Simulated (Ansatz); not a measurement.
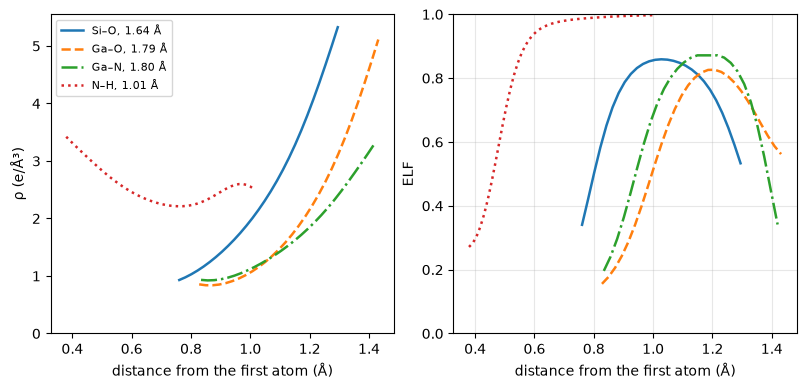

Figure 1: GaH7N2OSi (SMILES [NH2][Ga]([NH2])[O][SiH3]). Total electron density and ELF along straight lines between neighbouring atoms. The curves leave out the atomic cores.

Geometry: PBE0-D4/def2-SVP.

The calculation used isolated molecule in a Gaussian basis; Kohn-Sham density functional theory, functional PBE0 (Ansatz 0.2.0).

```xyz
12

Ga   -0.6513    1.4138    1.7163
N    -0.2837    2.1371    3.3261
N    -0.8919    2.3081    0.1653
O    -0.7879   -0.3699    1.6878
Si   -1.0844   -1.5855    0.6212
H    -0.3426    1.5750    4.1658
H    -0.3838    3.1234    3.5258
H    -0.6393    3.2806    0.0484
H    -0.9126    1.8200   -0.7213
H    -0.0841   -2.6835    0.7924
H    -2.4512   -2.1599    0.8258
H    -1.0011   -1.1053   -0.8005
```

> Compare the contacts.

Si–O (1.64 Å): the density is about 1.1 e/Å³ at the midpoint; the ELF peaks at about 0.85 between the atoms: a polar covalent bond.
Ga–O (1.79 Å): ρ is about 0.85 e/Å³ halfway; the ELF peaks at about 0.85 in the valence shell of O, 0.6 Å from its nucleus, and is about 0.25 at the midpoint.
Ga–N (1.80 Å): ρ at the midpoint is about 0.94 e/Å³; the ELF peaks at about 0.85 in the valence shell of N, 0.7 Å from its nucleus, and is about 0.35 at the midpoint.
N–H (1.01 Å): ρ at the midpoint is about 2.8 e/Å³; the ELF climbs to about 1 towards the hydrogen, as it does in any bond to H; an ordinary covalent bond to hydrogen.
